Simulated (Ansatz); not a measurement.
## BaZrO3 (I4/mcm): the host for defect calculations

Before any defect goes in: BaZrO3 (I4/mcm) at rest, and how it screens a charge.

Main program and level: Ansatz 0.2.0; plane-wave PAW DFT, r2SCAN; relaxation of the host's cell and atoms, in the first sound run; inputs show where later runs differ.

### 1. Set-up

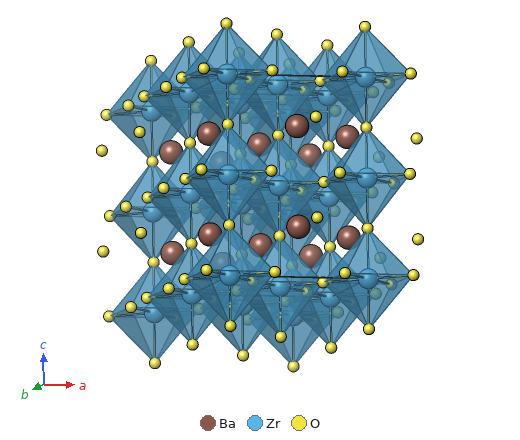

Start, viewed slightly off an axis; barium brown, zirconium blue, oxygen yellow. 1×2×1 cells are drawn. This picture shows the conventional cell, with its axes. Some periodic images of atoms are drawn too.

### 2. Host cell relaxation

Lattice and positions are set free, within the symmetry that the program keeps.

Input file cell/input.yaml:

```yaml
crystal:
  lattice:
    - [-2.9769652, 2.9769652, 4.2139423]
    - [2.9769652, -2.9769652, 4.2139423]
    - [2.9769652, 2.9769652, -4.2139423]
  atoms:
    - { symbol: Ba, position: [0.75, 0.25, 0.5] }
    - { symbol: Ba, position: [0.25, 0.75, 0.5] }
    - { symbol: Zr, position: [0.0, 0.0, 0.0] }
    - { symbol: Zr, position: [0.5, 0.5, 0.0] }
    - { symbol: O, position: [0.75, 0.75, 0.0] }
    - { symbol: O, position: [0.25, 0.25, 0.0] }
    - { symbol: O, position: [0.23936707, 0.73936707, 0.97873414] }
    - { symbol: O, position: [0.76063293, 0.26063293, 0.02126586] }
    - { symbol: O, position: [0.73936707, 0.76063293, 0.5] }
    - { symbol: O, position: [0.26063293, 0.23936707, 0.5] }
basis:
  ecutwfc: 500
  xc_grid: 2
hamiltonian:
  xc: r2scan
kpoints:
  mp_grid: { grid: [7, 7, 7] }
scf:
  occupations: { method: fixed }
  max_iter: 100
relax:
  f_tol: 0.005
  max_steps: 60
  cell: {}
output:
  forces: true
  stress: true
checkpoint:
  write: "../cell.run"
  compress: false
  write_wavefunctions: false
  write_every: 100000
```

Command:

```bash
$ ansatz run input.yaml --threads 4 --pin off --max-ram 6594MiB --backend cpu --events-out ev --progress --plain --runs-dir out
```

Numbers of over 12 decimals in the logs are rounded to 6 here.

The program printed:

```text
[... repeated set-up lines and file paths are left out, and long positions are rounded to six places ...]
Engine: ansatz 0.2.0, x86_64-unknown-linux-gnu
Pseudopotentials: kind: paw
Pseudopotential: Ba, paw, valence charge 10, recommended cutoff 500 eV (meta_gga), Ba.paw.azcp
Pseudopotential: Zr, paw, valence charge 12, recommended cutoff 500 eV (meta_gga), Zr.paw.azcp
Pseudopotential: O, paw, valence charge 6, recommended cutoff 500 eV (meta_gga), O.paw.azcp
Functional definition: r2SCAN
  parameter k0 = 0.174
  parameter k1 = 0.065
  parameter a1 = 4.9479
  exchange = r2scan_x(k0 = k0, k1 = k1, a1 = a1)
  correlation = r2scan_c
Crystal: 10 atoms, lattice volume = 149.381 Å³
Basis set: ecut = 500 eV, 3783 PW (Γ), exchange–correlation on 90×90×90 points (8 copies of the dense FFT grid, shifted against one another)
Bands: 50, of which v1, the nominal top of the filled ones, is band 40 counted from 1 (39 counted from 0)
Symmetry: 16 space group operations
Space group: I4/mcm (ITA 140), of the structure as read, at distance tolerance 5.3e-5 Å
k-points: 40 of 343
Non-local potential: Ba, projectors of the file, l = 0: 3, l = 1: 2, l = 2: 2, l = 3: 2
Non-local potential: Zr, projectors of the file, l = 0: 3, l = 1: 2, l = 2: 2, l = 3: 2
Non-local potential: O, projectors of the file, l = 0: 2, l = 1: 2, l = 2: 1
PAW form: soft (Blöchl's): semilocal exchange-correlation on the pseudo side does not see the compensation charge
PAW frozen core: Ba, regenerated for the run's functional (the file was generated under x = pbe(κ = 0.804, μ = 0.219515), c = pbe(β = 0.066725))
PAW frozen core: Zr, regenerated for the run's functional (the file was generated under x = pbe(κ = 0.804, μ = 0.219515), c = pbe(β = 0.066725))
PAW frozen core: O, regenerated for the run's functional (the file was generated under x = pbe(κ = 0.804, μ = 0.219515), c = pbe(β = 0.066725))
PAW one-centre angular grid: Ba, 302 points (default); XC on 160 Gauss nodes
PAW one-centre angular grid: Zr, 590 points (default); XC on 160 Gauss nodes
PAW one-centre angular grid: O, 302 points (default); XC on 160 Gauss nodes
Initial density: superposition of atomic densities (neutral atoms: chi_scale 0, normalization atom), corrected by the library's trained network
Initial wavefunctions: pseudopotential atomic-orbital guess
Functional: x = r2scan, c = r2scan; τ floored in thin density (d = 2e-4 eV/Å³)
SCF iter   1: F=—  HF=-23750.633285 eV  |F-HF|=—  |Δ(HF+E_count)|=         —  Δρ=1.16e-2  dr2=2.68e-1  dr2_τ=4.46e-1  ethr=1.77e-3  ⟨swp⟩=4.9  Hψ=6968  notcnv=0  defer=259
preconditioner: auto → Resta (q_TF=auto, 2.459 Å⁻¹)  ε∞=3.4  [insulator: Δε(μ)=4.029 eV  Ē_g=17.110 eV  n_scr=26 (ndim 8)  ℏωp=26.5 eV  f_vac=0.000  ε∞_Penn≈3.4]
SCF iter   2: F=—  HF=-23750.849486 eV  |F-HF|=—  |Δ(HF+E_count)|=   2.16e-1  Δρ=5.70e-3  dr2=2.04e-2  dr2_τ=1.07e-2  ethr=3.36e-4  ⟨swp⟩=3.0  Hψ=3732  notcnv=0  defer=302
SCF iter   3: F=—  HF=-23750.846755 eV  |F-HF|=—  |Δ(HF+E_count)|=   2.73e-3  Δρ=2.33e-3  dr2=5.25e-3  dr2_τ=5.48e-4  ethr=2.55e-5  ⟨swp⟩=2.0  Hψ=3558  notcnv=0  defer=273
automatic band count: iteration 3 solves 49 bands in place of 50: the levels show a gap, and the empty bands left out lie too high to hold charge; the band table lists the bands solved (type scf.n_extra_bands for more)
SCF iter   4: F=—  HF=-23750.845831 eV  |F-HF|=—  |Δ(HF+E_count)|=   9.24e-4  Δρ=4.04e-4  dr2=1.29e-4  dr2_τ=2.61e-5  ethr=6.56e-6  ⟨swp⟩=2.4  Hψ=2976  notcnv=0  defer=275
SCF iter   5: F=—  HF=-23750.845872 eV  |F-HF|=—  |Δ(HF+E_count)|=   4.11e-5  Δρ=9.02e-5  dr2=1.19e-5  dr2_τ=8.00e-7  ethr=1.62e-7  ⟨swp⟩=2.0  Hψ=3159  notcnv=0  defer=249
SCF iter   6: F=—  HF=-23750.846003 eV  |F-HF|=—  |Δ(HF+E_count)|=   1.31e-4  Δρ=3.13e-5  dr2=1.21e-6  dr2_τ=1.67e-7  ethr=1.49e-8  ⟨swp⟩=2.0  Hψ=3487  notcnv=0  defer=158
SCF iter   7: F=—  HF=-23750.846003 eV  |F-HF|=—  |Δ(HF+E_count)|=   1.67e-7  Δρ=1.29e-5  dr2=2.43e-7  dr2_τ=2.88e-8  ethr=1.52e-9  ⟨swp⟩=2.0  Hψ=3061  notcnv=0  defer=158
SCF iter   8: F=-23750.846003 eV  HF=-23750.846003 eV  |F-HF|=5.31e-10  |Δ(HF+E_count)|=   4.62e-8  Δρ=1.51e-6  dr2=3.07e-9  dr2_τ=6.05e-10  ethr=1.25e-10  ⟨swp⟩=4.2  Hψ=6478  notcnv=0
SCF 1 converged in 8 iterations: F = -23750.846003 eV  dr2 = 3.07e-9
  greatest PAW one-centre occupation: 0.991 electrons in one spin orbital (limit 2), on the Zr atom at site 3 (counted from 0), in its partial waves of l = 1
relax step   1: F+E_penalty+E_count = -23750.84600323 eV  Δ(F+E_penalty+E_count) = +0.000e0 eV  max|allowed force component| = 3.621e-3 eV/Å  Δτ_max = 0.0000 Å  P = -0.810 GPa  Ω = 149.381 Å³  (8 SCF iters, dr2 threshold 1.00e-7 eV, accepted)
[... the SCF cycles and remarks between the steps are left out from here to the last step ...]
relax step   2: F+E_penalty+E_count = -23750.84770727 eV  Δ(F+E_penalty+E_count) = -1.704e-3 eV  max|allowed force component| = 1.199e-3 eV/Å  Δτ_max = 0.0000 Å  P = +0.500 GPa  Ω = 148.181 Å³  energy of the carried Pulay correction = +5.091e-4 eV  (4 SCF iters, dr2 threshold 1.00e-6 eV, accepted)
relax step   3: F+E_penalty+E_count = -23750.84822920 eV  Δ(F+E_penalty+E_count) = -5.219e-4 eV  max|allowed force component| = 1.969e-3 eV/Å  Δτ_max = 0.0010 Å  P = -0.004 GPa  Ω = 148.639 Å³  energy of the carried Pulay correction = +3.144e-4 eV  (4 SCF iters, dr2 threshold 6.36e-7 eV, accepted)
relax step   4: F+E_penalty+E_count = -23750.84823939 eV  Δ(F+E_penalty+E_count) = -1.019e-5 eV  max|allowed force component| = 1.878e-3 eV/Å  Δτ_max = 0.0010 Å  P = -0.004 GPa  Ω = 148.640 Å³  energy of the carried Pulay correction = +3.138e-4 eV  (8 SCF iters, accepted)
relax step   5: F+E_penalty+E_count = -23750.84833823 eV  Δ(F+E_penalty+E_count) = -9.883e-5 eV  max|allowed force component| = 2.336e-4 eV/Å  Δτ_max = 0.0214 Å  P = +0.003 GPa  Ω = 148.665 Å³  energy of the carried Pulay correction = +3.034e-4 eV  (10 SCF iters, accepted)
Initial wavefunctions: pseudopotential atomic-orbital guess (no wavefunctions were taken with the density)
iter 1 solved again at ethr=1.23e-7 eV; its pass at ethr=3.10e-3 eV (dr2=9.82e-5 eV) is discarded
SCF iter   1: F=—  HF=-23750.847923 eV  |F-HF|=—  |Δ(HF+E_count)|=         —  Δρ=1.30e-5  dr2=2.43e-8  dr2_τ=1.45e-7  ethr=1.23e-7  ⟨swp⟩=3.0  Hψ=12350  notcnv=0  defer=304
eigensolver tolerance schedule: the retry pair's looser diagonalisation over-reported the residual by 4037.75 of it (diagonalisation noise at 0.19 of the residual, at the tolerance the schedule requests for it); [...]
SCF iter   2: F=—  HF=-23750.848054 eV  |F-HF|=—  |Δ(HF+E_count)|=   1.30e-4  Δρ=6.72e-6  dr2=7.30e-9  dr2_τ=8.49e-9  ethr=3.04e-11  ⟨swp⟩=2.9  Hψ=4219  notcnv=0  defer=267
SCF iter   3: F=—  HF=-23750.848054 eV  |F-HF|=—  |Δ(HF+E_count)|=   1.27e-8  Δρ=1.87e-6  dr2=3.48e-9  dr2_τ=7.73e-10  ethr=9.13e-12  ⟨swp⟩=2.0  Hψ=3324  notcnv=0  defer=268
SCF iter   4: F=-23750.848054 eV  HF=-23750.848054 eV  |F-HF|=2.91e-11  |Δ(HF+E_count)|=  6.95e-10  Δρ=2.82e-7  dr2=7.92e-11  dr2_τ=1.43e-11  ethr=1.00e-12  ⟨swp⟩=3.9  Hψ=8160  notcnv=0
SCF 6 converged in 4 iterations: F = -23750.848054 eV  dr2 = 7.92e-11
relax step   6: F+E_penalty+E_count = -23750.84805390 eV  Δ(F+E_penalty+E_count) = +2.843e-4 eV  max|allowed force component| = 2.342e-4 eV/Å  Δτ_max = 0.0000 Å  P = +0.004 GPa  Ω = 148.665 Å³  stress off target by 1.13e-2 GPa  SCF on the basis re-selected at this cell (its energy is not comparable with the rows above)  (4 SCF iters)
basis re-selected at this cell: Δ(F+E_penalty+E_count) = +2.843e-4 eV, ΔP = +0.001 GPa vs the last step (what re-selecting the basis moved, of the pressure what is left beyond the Pulay correction that the steps carried, after the strain that the cell walked [...]
SCF converged after 4 iterations
Free energy (F): -23750.848054 eV
Harris-Foulkes:  -23750.848054 eV  (|F-HF|=2.91e-11)
Internal energy: -23750.848054 eV  (E = F + TS)
E sigma→0 (E₀):  -23750.848054 eV
Fermi energy:    9.388138 eV
--- Per-component energies (eV) ---
  E_band       = -251.463074
  E_kinetic    = 2070.542727
  E_local      = -3900.170430  (includes V_loc(G=0)·N_el)
  E_nonlocal   = 544.361341
  E_hartree    = 1383.655036
  E_xc         = -1076.343154
  E_vxc        = -1365.565844  (∫ρ·V_xc dr)
  E_paw        = -17401.137086  (= ΣΔE_a)
  E_vpaw       = -448.550366  (= ΣTr[D̂ρ^β])
  E_aug_tail   = 0.006024  (compensation charges beyond the density's cutoff)
  E_vtau       = 80.603579  (kinetic-family band-sum trace: ∫τ·v_τ [+ j·A + Jᵃ·Aᵃ] dr)
  E_ewald      = -5371.382215
  E_core_change = -0.380297  (= ΣΔE_core)
  E_smearing   = -0.000000  (= −TS)
  E_closure    = 0.000000  (closes the sum)
  Σ components = -23750.848054   (vs F -23750.848054, Δ=0.00e0)
--- Forces (eV/Å), atoms counted from 1 ---
  atom   1  Ba     0.00000000     0.00000000     0.00000000
  atom   2  Ba     0.00000000     0.00000000     0.00000000
  atom   3  Zr     0.00000000    -0.00000000     0.00000000
  atom   4  Zr     0.00000000     0.00000000    -0.00000000
  atom   5  O     -0.00000000    -0.00000000     0.00000000
  atom   6  O     -0.00000000    -0.00000000     0.00000000
  atom   7  O      0.00023422     0.00023422     0.00000000
  atom   8  O     -0.00023422    -0.00023422     0.00000000
  atom   9  O     -0.00023422     0.00023422     0.00000000
  atom  10  O      0.00023422    -0.00023422     0.00000000
  max |Σ_I F_I| component: 9.76e-19 eV/Å
--- Stress (GPa, compression-positive) ---
        0.000154       0.000000       0.000000
        0.000000       0.000154      -0.000000
        0.000000      -0.000000       0.011329
  P = ⅓ Tr σ = 0.0039 GPa (0.039 kbar)
--- Relaxed structure (5 steps of the walk, 5 accepted, 1 SCFs on fresh bases) ---
  F+E_penalty+E_count = -23750.84805390 eV   max|allowed force component| = 2.342e-4 eV/Å   (the final SCF, on the basis selected at the relaxed cell)
  cell:  # Å, volume = 148.6646 Å³
    - [-2.972628, 2.972628, 4.205974]
    - [2.972628, -2.972628, 4.205974]
    - [2.972628, 2.972628, -4.205974]
  atoms:
    - { symbol: Ba, position: [0.750000, 0.250000, 0.500000] }
    - { symbol: Ba, position: [0.250000, 0.750000, 0.500000] }
    - { symbol: Zr, position: [0, 0, 0] }
    - { symbol: Zr, position: [0.5, 0.5, 0] }
    - { symbol: O, position: [0.750000, 0.750000, 0] }
    - { symbol: O, position: [0.25, 0.25, 0] }
    - { symbol: O, position: [0.242144, 0.742144, 0.984289] }
    - { symbol: O, position: [0.757856, 0.257856, 0.015711] }
    - { symbol: O, position: [0.742144, 0.757856, 0.5] }
    - { symbol: O, position: [0.257856, 0.242144, 0.500000] }
```

Elapsed: 32 s, on 4 threads of Intel Xeon Platinum 8488C (Sapphire Rapids), shared host; peak memory 0.91 GiB; 2 min of CPU time.

Step by step:

```csv
step,energy less that of the first step (eV),largest force component (eV/Å),pressure (GPa),volume (Å³)
1,0.0000,0.0036,-0.81,149.38
2,-0.0017,0.0012,0.50,148.18
3,-0.0022,0.0020,0.00,148.64
4,-0.0022,0.0019,0.00,148.64
5,-0.0023,0.0002,0.00,148.66
6*,-0.0021,0.0002,0.00,148.66
```

Relaxation steps marked * repeat the geometry before them on a plane-wave basis chosen anew for their cell, so energy and pressure can jump there.

Forces are held to the 16 operations that the run works with; a distortion that breaks them can't arise in this run.

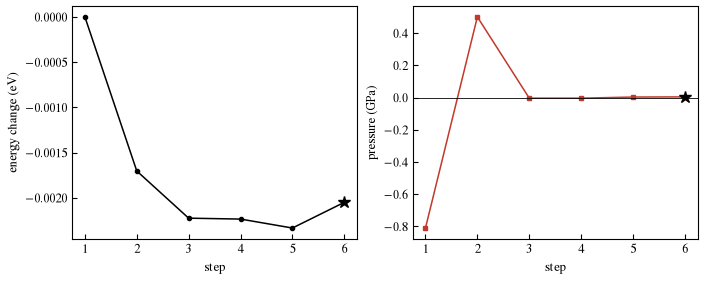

Energy and pressure along the relaxation. Stars mark steps on a basis chosen anew.

```csv
"conventional cell, symmetrised",before,after,change
a (Å),5.954,5.945,-0.1 %
b (Å),5.954,5.945,-0.1 %
c (Å),8.428,8.412,-0.2 %
volume (Å³/atom),14.94,14.87,-0.5 %
```

The atoms that moved most (Å, as changes of fractional coordinates times the final cell):

```csv
atom,dx,dy,dz,length
O9,-0.017,0.017,0.000,0.023
O7,0.017,0.017,0.000,0.023
O8,-0.017,-0.017,0.000,0.023
O10,0.017,-0.017,0.000,0.023
```

This step gave:

| Item | Value |
| --- | --- |
| pressure | 0.003879 GPa |

The relaxation ends with a largest force component of 2.3e-4 eV/Å and a pressure of 0.00 GPa.

(Continued in part 2 of 2.)

[Logs are printed without paths, hosts, clocks, repeated set-up lines and the standing remarks that a program may print on its own settings, such as how far it seeks lower states.]

[Hosts, paths, dates, database ids (printed as entryN), source tags and the programs' standing remarks are cut or masked in the printed files.]

[Runs of the host that timed out are not shown.]

[For some hosts the program warned that the k-mesh of the response run may be too coarse for force constants and the static dielectric constant; such warnings are not always shown.]
